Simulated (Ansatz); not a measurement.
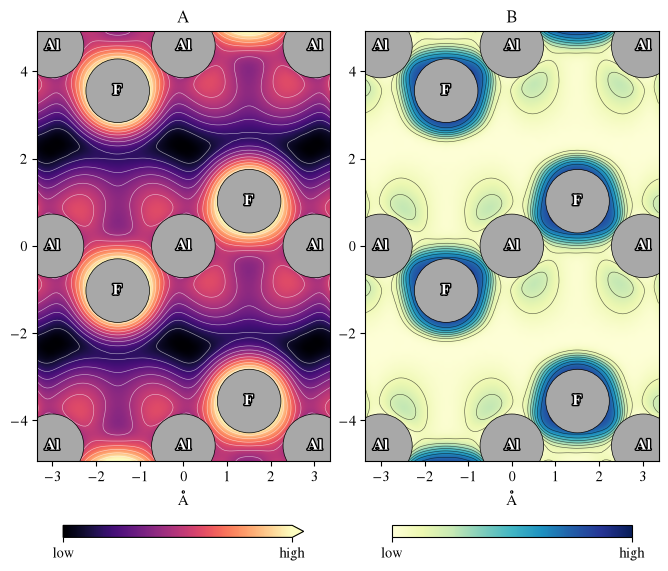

AlN₂F: 2 fields on the (100) plane of the conventional cell, with unlabelled colour scales. Grey discs cover the atomic cores.

Space group Imma; a generated structure, not necessarily the stable one; changed on purpose from its base cell (volume × 0.91, shape and atoms relaxed); computed pressure about 12 GPa in this cell.

The calculation used Ansatz 0.2.0, DFT PBE, scalar-relativistic, plane waves, PAW.

```
Al N F
1.0
     5.34562    0.00000    0.00000
     0.00000    6.02129    0.00000
     0.00000    0.00000    4.57953
Al N F
4 8 4
Direct
  0.00000 0.50000 0.00000
  0.50000 0.00000 0.50000
  0.00000 0.00000 0.00000
  0.50000 0.50000 0.50000
  0.25000 0.14635 0.25000
  0.75000 0.64635 0.75000
  0.75000 0.35365 0.25000
  0.25000 0.85365 0.75000
  0.75000 0.14635 0.25000
  0.25000 0.64635 0.75000
  0.25000 0.35365 0.25000
  0.75000 0.85365 0.75000
  0.00000 0.75000 0.22368
  0.50000 0.25000 0.72368
  0.00000 0.25000 0.77632
  0.50000 0.75000 0.27632
```

> Match the panels to the quantities (electron localisation function and valence pseudo-density).

Panel A: valence pseudo-density. Panel B: electron localisation function. From the grid: Al–F (1.82 Å): ρ at the midpoint is about 0.58 e/Å³; the ELF peaks at about 0.80 in the valence shell of F, 0.6 Å from its nucleus, and is about 0.70 at the midpoint.
